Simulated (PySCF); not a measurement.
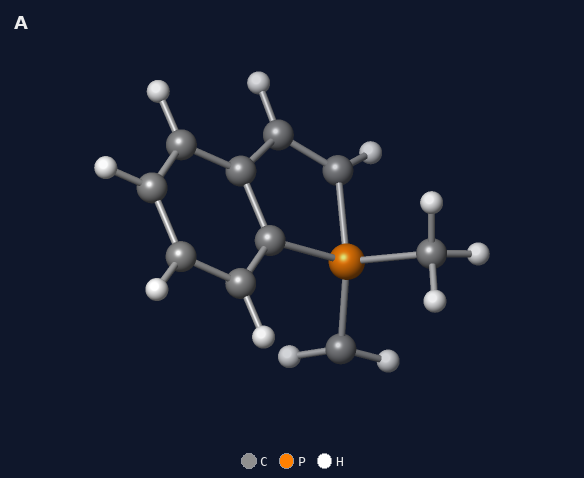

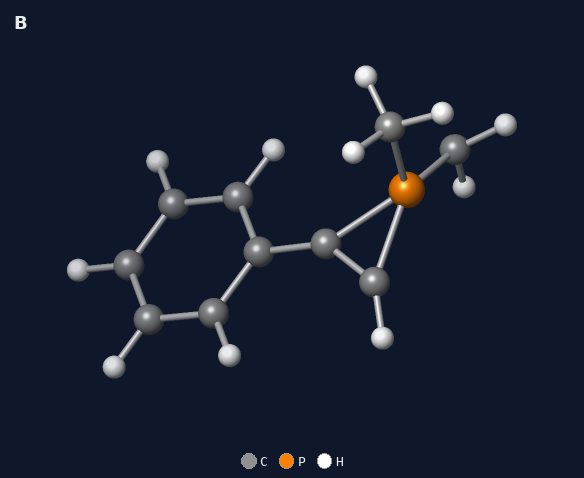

2 stationary structures of one formula. Geometries: GFN2-xTB. Electronic energies: PBE0/pcSseg-1 (PySCF 2.14.0), without zero-point energy. No frequency run is at hand to confirm each as a minimum. Each is one conformer, not always the lowest.

**How are they related?**

They are constitutional isomers of C10H11P: A `C=[P@@]1(C)C=Cc2ccccc21`, B `C=[P@]1(C)C=C1c1ccccc1`.

**Which is lowest in energy, and by how much?**

A is lowest; B lies 38.1 kcal/mol above it.

The geometry is semi-empirical. Around P such bond lengths and angles can be off by a tenth of an ångström or more and by several degrees, and values that hang on the shape move with them.
